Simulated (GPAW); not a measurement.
# Screening of a field by Ti2NS2 MXene monolayer, part 2 of 2

Aim: the dipole that a field along the normal induces in Ti2NS2 MXene monolayer.

GPAW 26.7.0; GPAW, PAW setups; layer in a repeated cell with vacuum, relaxation of atoms and in-plane cell (the session's first sound run).

So far, upper work function (eV): step 3 (plane waves, PBE) 5.73.

### 7. Field on

Level of this step: GPAW, PAW setups; slab in vacuum (GPAW).

Input file run.py:

```python
import json
import numpy as np
from ase import Atoms
from gpaw import GPAW, PW
from gpaw.external import ConstantElectricField

slab = Atoms(
    ['S', 'Ti', 'N', 'Ti', 'S'],
    positions=[
        [-0.00000, 1.82497, 8.00000],
        [1.58047, 0.91248, 9.55188],
        [0.00000, 0.00000, 10.73193],
        [-0.00000, 1.82497, 11.91198],
        [1.58047, 0.91248, 13.46385]],
    cell=[[3.16094, -0.0, 0.0], [-1.58047, 2.73746, 0.0], [0.0, 0.0, 21.4638]],
    pbc=[True, True, False])

slab.calc = GPAW(mode=PW(500), xc='PBE', kpts={'size': (12, 12, 1), 'gamma': True},
                 occupations={'name': 'fermi-dirac', 'width': 0.05}, nbands='160%',
                 convergence={'density': 1e-05}, maxiter=200,
                 poissonsolver={'dipolelayer': 'xy'},
                 external=ConstantElectricField(0.05, [0, 0, 1]),
                 symmetry={'tolerance': 1e-3}, txt='slab.txt')
result = {}
energy = slab.get_potential_energy()
fermi = slab.calc.get_fermi_level()
v = slab.calc.get_electrostatic_potential().mean((0, 1)) - fermi
n = slab.calc.get_pseudo_density().mean((0, 1))
L = slab.cell[2, 2]
z = np.arange(len(v)) * L / len(v)
low, high = slab.positions[:, 2].min(), slab.positions[:, 2].max()
below, above = np.interp([low - 5.8, high + 5.8], z, v)
slopes = [np.interp(x, z, np.gradient(v, z)) for x in (low - 5.8, high + 5.8)]
eps = np.array([[slab.calc.get_eigenvalues(k, s) for k in range(len(slab.calc.get_ibz_k_points()))]
                for s in range(slab.calc.get_number_of_spins())]) - fermi
top, bottom = eps[eps < 0].max(), eps[eps > 0].min()
dipole = slab.get_dipole_moment()[2]
print(f'energy {energy:.4f} eV, Fermi level {fermi:.4f} eV, dipole {dipole:.5f} e A')
print(f'potential 5.8 A off the faces, from the Fermi level: lower {below:.4f} eV, upper {above:.4f} eV')
print(f'slope of the potential there: lower {slopes[0]:.5f}, upper {slopes[1]:.5f} eV/A')
print(f'nearest levels on the mesh: {top:.4f} and {bottom:.4f} eV')
print('magnetic moment', round(slab.get_magnetic_moment(), 3))
result.update(energy=energy, fermi=fermi, dipole=dipole, below=below, above=above, slopes=slopes, edges=[top, bottom],
              z=z.tolist(), v=v.tolist(), n=n.tolist(), positions=slab.positions.tolist(),
              forces=slab.get_forces(apply_constraint=False).tolist(), moments=slab.get_magnetic_moments().tolist())
json.dump(result, open('result.json', 'w'))
```

Launch:

```
$ OMP_NUM_THREADS=1 OPENBLAS_NUM_THREADS=1 python run.py
```

The program printed:

```text
energy -36.3544 eV, Fermi level -0.3547 eV, dipole 0.01767 e A
potential 5.8 A off the faces, from the Fermi level: lower 5.9272 eV, upper 5.5577 eV
slope of the potential there: lower 0.00020, upper -0.00020 eV/A
nearest levels on the mesh: -0.0156 and 0.0346 eV
magnetic moment 0.0
```

Elapsed: 3.5 min, on 1 thread of Intel Xeon Platinum 8488C (Sapphire Rapids), shared host; peak memory 0.53 GiB.

The electrostatic potential energy of an electron (without an applied field's), less the Fermi level, planar mean oscillates, so the rows of the table below give means over windows of 1.53 Å about each position, cut where the curve ends. Its maxima inside the range that stand out by 2 % of the span (Å: eV): 8.7: -4.71, 10.3: -6.92, 11.2: -6.97, 12.7: -4.90. Its minima: 8.0: -18.5, 9.6: -17.2, 10.7: -13.0, 11.9: -17.3, 13.4: -18.7.

Table of electrostatic potential energy of an electron (without an applied field's), less the Fermi level, planar mean by z; means over each step:

```csv
z (Å),"electrostatic potential energy of an electron (without an applied field's), less the Fermi level, planar mean (eV)"
0.77,5.90
2.29,5.93
3.82,5.93
5.35,5.90
6.88,2.61
8.41,-10.6
9.95,-12.0
11.47,-12.1
13.00,-10.9
14.53,1.82
16.06,5.53
17.59,5.56
19.12,5.56
20.65,5.57
```

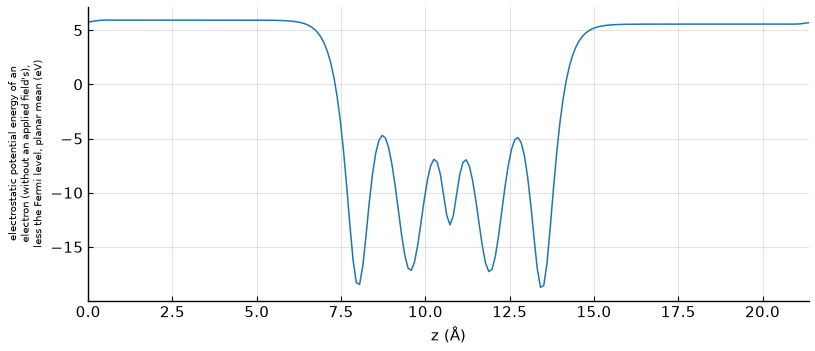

Electrostatic potential energy of an electron (without an applied field's), less the Fermi level, planar mean against z.

### 8. In a field

Changes to run.py since step 7:

```diff
@@ -21,3 +21,3 @@
                  poissonsolver={'dipolelayer': 'xy'},
-                 external=ConstantElectricField(0.05, [0, 0, 1]),
+                 external=ConstantElectricField(0.1, [0, 0, 1]),
                  symmetry={'tolerance': 1e-3}, txt='slab.txt')
```

The program printed:

```text
energy -36.3557 eV, Fermi level -0.3549 eV, dipole 0.03533 e A
potential 5.8 A off the faces, from the Fermi level: lower 6.1123 eV, upper 5.3734 eV
slope of the potential there: lower 0.00020, upper -0.00020 eV/A
nearest levels on the mesh: -0.0156 and 0.0346 eV
magnetic moment 0.0
```

It took 3.6 min on 1 thread; peak memory 0.52 GiB.

The electrostatic potential energy of an electron (without an applied field's), less the Fermi level, planar mean oscillates, so the rows of the table below give means over windows of 1.53 Å about each position, cut where the curve ends. Its maxima inside the range that stand out by 2 % of the span (Å: eV): 8.7: -4.61, 10.3: -6.90, 11.2: -6.99, 12.7: -5.00. Its minima: 8.0: -18.3, 9.6: -17.1, 10.7: -13.0, 11.9: -17.3, 13.4: -18.9.

Electrostatic potential energy of an electron (without an applied field's), less the Fermi level, planar mean against z; means over each step:

```csv
z (Å),"electrostatic potential energy of an electron (without an applied field's), less the Fermi level, planar mean (eV)"
0.77,6.07
2.29,6.11
3.82,6.11
5.35,6.08
6.88,2.78
8.41,-10.5
9.95,-11.9
11.47,-12.1
13.00,-11.0
14.53,1.65
16.06,5.34
17.59,5.37
19.12,5.37
20.65,5.40
```

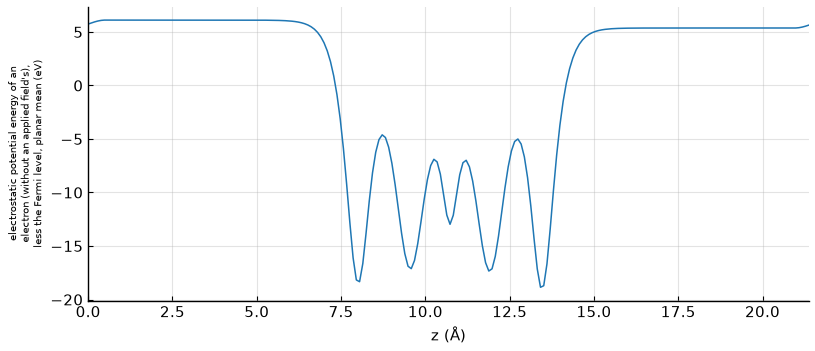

Electrostatic potential energy of an electron (without an applied field's), less the Fermi level, planar mean, plotted against z.

The dipole is now 0.0353 e Å, against 8.5e-4 in the run without a field.

### 9. In a field

Changes to run.py since step 8:

```diff
@@ -21,3 +21,3 @@
                  poissonsolver={'dipolelayer': 'xy'},
-                 external=ConstantElectricField(0.1, [0, 0, 1]),
+                 external=ConstantElectricField(0.2, [0, 0, 1]),
                  symmetry={'tolerance': 1e-3}, txt='slab.txt')
```

The program printed:

```text
energy -36.3610 eV, Fermi level -0.3558 eV, dipole 0.07068 e A
potential 5.8 A off the faces, from the Fermi level: lower 6.4832 eV, upper 5.0053 eV
slope of the potential there: lower 0.00020, upper -0.00020 eV/A
nearest levels on the mesh: -0.0156 and 0.0346 eV
magnetic moment 0.0
```

Elapsed: 3.5 min, on 1 thread; peak memory 0.52 GiB.

The dipole is now 0.0707 e Å, against 8.5e-4 in the run without a field.

### 10. Field on

Changes to run.py since step 9:

```diff
@@ -21,3 +21,3 @@
                  poissonsolver={'dipolelayer': 'xy'},
-                 external=ConstantElectricField(0.2, [0, 0, 1]),
+                 external=ConstantElectricField(0.3, [0, 0, 1]),
                  symmetry={'tolerance': 1e-3}, txt='slab.txt')
```

The program printed:

```text
energy -36.3699 eV, Fermi level -0.3572 eV, dipole 0.10603 e A
potential 5.8 A off the faces, from the Fermi level: lower 6.8552 eV, upper 4.6380 eV
slope of the potential there: lower 0.00021, upper -0.00020 eV/A
nearest levels on the mesh: -0.0155 and 0.0346 eV
magnetic moment 0.0
```

The job ended after 4 min (1 thread; peak memory 0.53 GiB).

The electrostatic potential energy of an electron (without an applied field's), less the Fermi level, planar mean oscillates, so the rows of the table below give means over windows of 2 Å about each position, cut where the curve ends. Its maxima inside the range that stand out by 2 % of the span (Å: eV): 0.8: 6.86, 8.7: -4.22, 10.3: -6.80, 11.2: -7.08, 12.7: -5.39. Its minima: 8.0: -17.8, 9.6: -16.9, 10.7: -13.0, 11.9: -17.6, 13.4: -19.4.

Electrostatic potential energy of an electron (without an applied field's), less the Fermi level, planar mean against z; means over each step:

```csv
z (Å),"electrostatic potential energy of an electron (without an applied field's), less the Fermi level, planar mean (eV)"
0,6.65
2,6.86
4,6.85
6,6.50
8,-6.93
10,-11.4
12,-10.6
14,-5.80
16,4.58
18,4.64
20,4.64
```

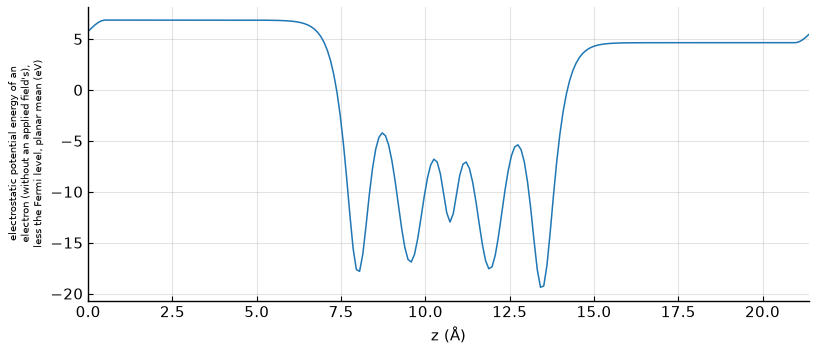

Electrostatic potential energy of an electron (without an applied field's), less the Fermi level, planar mean, plotted against z.

The dipole is now 0.106 e Å, against 8.5e-4 in the run without a field.

### 11. The series

The members are put on one axis.

This step: induced dipole against applied field (GPAW 26.7.0).

The dipole along the normal by field:

```csv
field (V/Å),dipole along the normal (e·Å)
-0.200,-0.0707
-0.100,-0.0353
-0.050,-0.0177
0.000,8.5e-4
0.050,0.0177
0.100,0.0353
0.200,0.0707
0.300,0.106
```

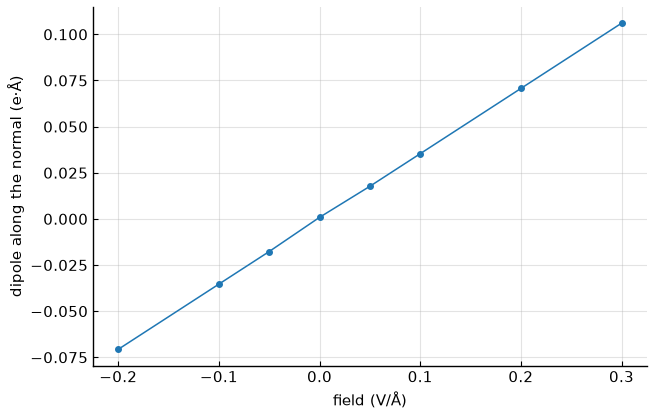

Dipole along the normal against field.

### 12. What came out

```
work function, upper and lower face            : 5.733 and 5.751 eV
dipole along the normal                        : 8.5e-4 e Å
induced dipole per field                       : 0.353 e Å per V/Å
out-of-plane polarisability per area, α/(ε0 A) : 7.39 Å
```

In words: The field induces 0.353 e Å per V/Å, a polarisable thickness α/(ε0 A) of 7.39 Å beside 5.46 Å between the outermost nuclei. A perfect conductor would give the distance between its two image planes; a dielectric of thickness t gives t(1 - 1/ε). The induced dipole is linear in the field over this range. The starting lattice was a guess from atomic radii; the relaxation moved it by 4 %. The small printed dipole stands for a step of -18 meV from the lower to the upper face, and the probes find -18 meV; values this small are near the numerical noise of both. The cell holds an odd number of electrons, so without spin polarisation it must come out metallic and without a moment, whatever its true state. The layer's cell and atoms come from the relaxation; spin-orbit coupling and temperature are left out.

[Logs are printed without paths, hosts, clocks, repeated set-up lines and the standing remarks that a program may print on its own settings, such as how far it seeks lower states.]

[Hosts, paths, dates, database ids (printed as entryN), source tags and the programs' standing remarks are cut or masked in the printed files.]
